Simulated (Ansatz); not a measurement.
# A hypothetical structure for ScPd3N2, part 2 of 2

Starting from a made-up structure for ScPd3N2, the aim is the relaxed cell, its shortest contacts and, where a second run follows, its electronic structure.

Ansatz 0.2.0; DFT, r2SCAN, plane-wave PAW, files of the set soft_1, scalar-relativistic, no spin, cell and ions relaxed at zero pressure; PAW set soft_1 (the session's first sound run).

So far: The starting structure; Relaxation of the guess. The relaxed cell has a = 5.552, c = 2.974 Å (conventional setting).

## 3. Electronic structure of the relaxed cell

With the geometry fixed, one more self-consistent run, with a narrower smearing and the mesh shown in its input, gives the bands, and its pressure, and its forces where symmetry allows any, show how far the geometry depends on these settings.

This step: DFT, r2SCAN, plane-wave PAW, files of the set soft_1, scalar-relativistic, no spin, bands and density of states at the relaxed cell; PAW set soft_1 (Ansatz 0.2.0).

input.yaml reads:

```yaml
crystal:
  lattice:
    - [5.5517808705, 0.0, 0.0]
    - [-2.7758904352, 4.8079832701, 0.0]
    - [0.0, 0.0, 2.9737151349]
  atoms:
    - { symbol: Pd, position: [0.0, 0.5, 0.5] }
    - { symbol: Pd, position: [0.5, 0.5, 0.5] }
    - { symbol: Pd, position: [0.5, 0.0, 0.5] }
    - { symbol: Sc, position: [0.0, 0.0, 0.0] }
    - { symbol: "N", position: [0.6666666667, 0.3333333333, 0.0] }
    - { symbol: "N", position: [0.3333333333, 0.6666666667, 0.0] }
kpoints:
  mp_grid: { grid: [6, 6, 10] }
  band_path:
    path:
      - [[0.0, 0.0, 0.0], [0.5, 0.0, 0.0], [0.33333333, 0.33333333, 0.0], [0.0, 0.0, 0.0], [0.0, 0.0, 0.5], [0.5, 0.0, 0.5], [0.33333333, 0.33333333, 0.5], [0.0, 0.0, 0.5]]
      - [[0.5, 0.0, 0.5], [0.5, 0.0, 0.0]]
      - [[0.33333333, 0.33333333, 0.0], [0.33333333, 0.33333333, 0.5]]
    npoints: 8
scf:
  occupations: { method: fermi_dirac, width: 0.03 }
  n_extra_bands: 10
hamiltonian:
  xc: r2scan
  pseudopotentials: { kind: paw, azcp: { folder: soft_1 } }
output:
  forces: true
  stress: true
  write_bands: true
  dos: { projected: true }
  write_density: true
  write_potential: true
  elf: true
  volumetric_format: npy
```

Launch:

```bash
$ ansatz run input.yaml --threads 4 --pin off --max-ram 10240MiB --backend cpu --events-out ev --progress --plain --runs-dir out
```

Numbers of over 12 decimals in the logs are rounded to 6 here.

The log of the run:

```text
[...]
Crystal: 6 atoms, lattice volume = 79.377 Å³
Basis set: ecut = 500 eV, 2009 PW (Γ), exchange–correlation on 180×180×96 points (64 copies of the dense FFT grid, shifted against one another)
Bands: 48, of which v1, the nominal top of the filled ones, is band 38 counted from 1 (37 counted from 0)
Symmetry: 24 space group operations
[...]
k-points: 42 of 360
[...]
SCF iter   1: F=—  HF=-23894.404075 eV  |F-HF|=—  |Δ(HF+E_count)|=         —  Δρ=5.66e-1  dr2=5.91e2  dr2_τ=1.32e1  ethr=3.10e-3  ⟨swp⟩=4.8  Hψ=6165  notcnv=0
[...]
SCF iter  14: F=-23865.047392 eV  HF=-23865.047392 eV  |F-HF|=6.80e-10  |Δ(HF+E_count)|=   6.72e-9  Δρ=1.52e-6  dr2=1.69e-9  dr2_τ=3.46e-11  ethr=1.33e-10  ⟨swp⟩=13.5  Hψ=11444  notcnv=0
SCF 1 converged in 14 iterations: F = -23865.047392 eV  dr2 = 1.69e-9
[...]
NSCF: frozen V_eff on 75 k-points
SCF converged after 14 iterations
Free energy (F): -23865.047392 eV
[...]
Internal energy: -23865.036638 eV  (E = F + TS)
E sigma→0 (E₀):  -23865.042015 eV
Entropy (-TS):   -0.010754 eV (-1.792 meV/atom)
Fermi energy:    16.398480 eV
[...]
--- Stress (GPa, compression-positive) ---
        0.459396      -0.000000       0.000000
        0.000000       0.459396       0.000000
        0.000000       0.000000       0.348352
  P = ⅓ Tr σ = 0.4224 GPa (4.224 kbar)
--- Band table (eV; the first three rows and the last of 42) ---
  k-point 0: bands = [... 34 lower, 14.1036, 15.1817, 16.1118, 16.2252, 16.2252, 17.3816, 18.7601, 18.7601, ... 6 higher]
  k-point 1: bands = [... 34 lower, 14.3587, 15.1861, 16.1533, 16.1533, 16.4032, 17.7563, 18.1955, 18.1955, ... 6 higher]
  k-point 2: bands = [... 34 lower, 15.3227, 15.3227, 15.9275, 15.9275, 17.1125, 17.6977, 17.6977, 18.3774, ... 6 higher]
  k-point 41: bands = [... 34 lower, 14.9076, 14.9076, 17.2555, 17.3871, 17.3871, 17.7428, 17.7428, 18.3519, ... 6 higher]
```

Wall time 10 s (4 threads of Arm Neoverse V2, shared host); peak memory 0.7 GiB.

This step gave:

```yaml
free_energy: -23865.0474 eV
energy_at_zero_smearing: -23865.0420 eV
smearing_term_ts: 0.01075 eV
fermi_energy: 16.40 eV
pressure: 0.4224 GPa
```

From bands.tsv, the bands that come nearest the Fermi level along the path, at its corners, in eV from the Fermi level:

| point | band 35 | band 36 | band 37 | band 38 | band 39 | band 40 | band 41 | band 42 |
| --- | --- | --- | --- | --- | --- | --- | --- | --- |
| Γ | -2.29 | -1.22 | -0.29 | -0.17 | -0.17 | 0.98 | 2.36 | 2.36 |
| M | -1.46 | -1.22 | -0.71 | -0.60 | 0.59 | 0.65 | 1.22 | 2.25 |
| K | -1.30 | -1.30 | -1.16 | -0.54 | 0.87 | 0.87 | 1.46 | 1.46 |
| Γ | -2.29 | -1.22 | -0.29 | -0.17 | -0.17 | 0.98 | 2.36 | 2.36 |
| A | -1.46 | -1.17 | -0.77 | -0.77 | -0.55 | 1.34 | 1.97 | 1.97 |
| L | -1.45 | -1.43 | 0.34 | 0.45 | 1.28 | 1.39 | 1.84 | 1.89 |
| H | -1.49 | -1.49 | 0.86 | 0.99 | 0.99 | 1.34 | 1.34 | 1.95 |
| A | -1.46 | -1.17 | -0.77 | -0.77 | -0.55 | 1.34 | 1.97 | 1.97 |
| L | -1.45 | -1.43 | 0.34 | 0.45 | 1.28 | 1.39 | 1.84 | 1.89 |
| M | -1.46 | -1.22 | -0.71 | -0.60 | 0.59 | 0.65 | 1.22 | 2.25 |
| K | -1.30 | -1.30 | -1.16 | -0.54 | 0.87 | 0.87 | 1.46 | 1.46 |
| H | -1.49 | -1.49 | 0.86 | 0.99 | 0.99 | 1.34 | 1.34 | 1.95 |

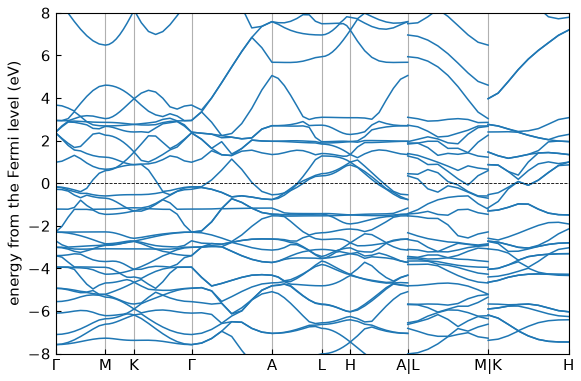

Bands along the path. 18 bands lie wholly below the window drawn.

States per cell as run, both spins, in windows of 1 eV, from dos.tsv (zero at the Fermi level):

```csv
from,to,total
-8,-7,2.22
-7,-6,5.05
-6,-5,4.71
-5,-4,5.15
-4,-3,7.62
-3,-2,5.75
-2,-1,4.09
-1,0,4.04
0,1,3.73
1,2,5.34
2,3,5.22
3,4,1.27
4,5,1.00
5,6,1.35
```

A further 36.4 states lie below the table's range.

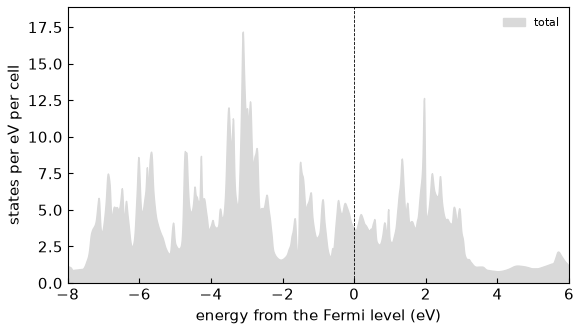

Total density of states, smoothed over about 0.04 eV.

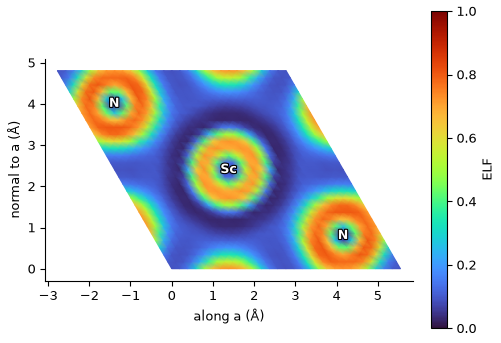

ELF in the ab plane at fractional z = 0.000, with atoms of Sc and N within 0.2 Å of it. It is the smooth field of the valence electrons, not physical close to the nuclei. The map starts off the cell's origin, so that atoms lie inside it.

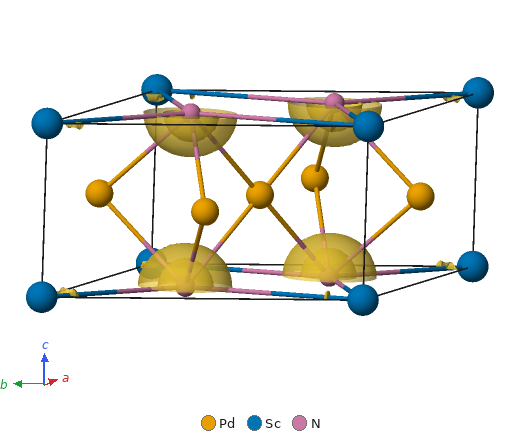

Surface of ELF = 0.73.

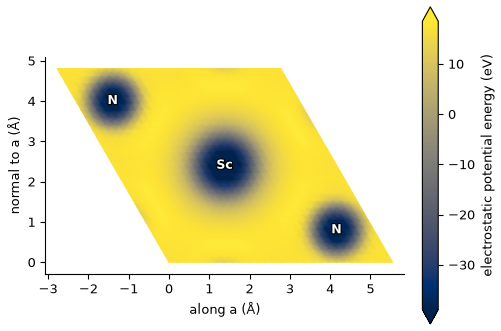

Electrostatic potential energy in the ab plane at fractional z = 0.000, with atoms of Sc and N within 0.2 Å of it. With pseudopotentials it is smooth inside the atoms' cores, unlike the true potential. The map starts off the cell's origin, so that atoms lie inside it.

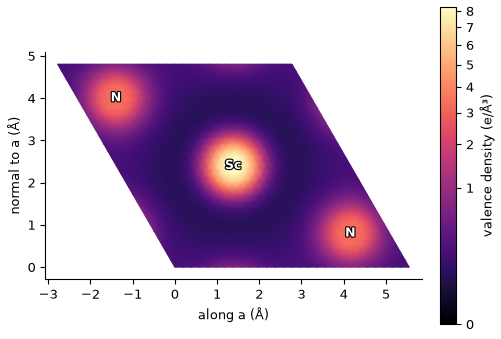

Valence density in the ab plane at fractional z = 0.000, with atoms of Sc and N within 0.2 Å of it. It is the smooth field of the valence electrons, not physical close to the nuclei. The map starts off the cell's origin, so that atoms lie inside it. The colour scale is stretched toward low values.

## 4. Results

| Quantity | Value |
| --- | --- |
| space group, relaxed | P6/mmm |
| conventional cell | a = 5.552, b = 5.552, c = 2.974 Å; α = 90.0°, β = 90.0°, γ = 120.0° |
| volume per atom | 13.23 Å³ (guess 12.71) |

What this shows: ScPd3N2 relaxes to P6/mmm with a = 5.552, b = 5.552 and c = 2.974 Å. The guessed volume was 4 % too small. The space group P6/mmm was held in the relaxation, so the end point is a stationary structure within it and may be a saddle against distortions or other arrangements. Bands cross the Fermi level, so it is a metal or semimetal at this level. The electron count is odd, which forces that without spin polarisation or a larger cell. On the 6×6×10 mesh with the narrower smearing (relaxed on 6×6×8) the forces vanish, as symmetry may demand, and the largest stress component is 0.459 GPa, against the relaxation's thresholds of 0.015 eV/Å and 0.05 GPa. The cutoff wasn't tested. A vector of the cell changed its length by 9 %, more than the volume shows. No dispersion term is used, so weakly bound directions may come out too long. The runs have no spin, and magnetism wasn't tested. Nothing here tests whether the compound is stable against decomposition.

[Logs are printed without paths, hosts, clocks, repeated set-up lines and the standing remarks that a program may print on its own settings, such as how far it seeks lower states.]

[Hosts, paths, dates, database ids (printed as entryN), source tags and the programs' standing remarks are cut or masked in the printed files.]
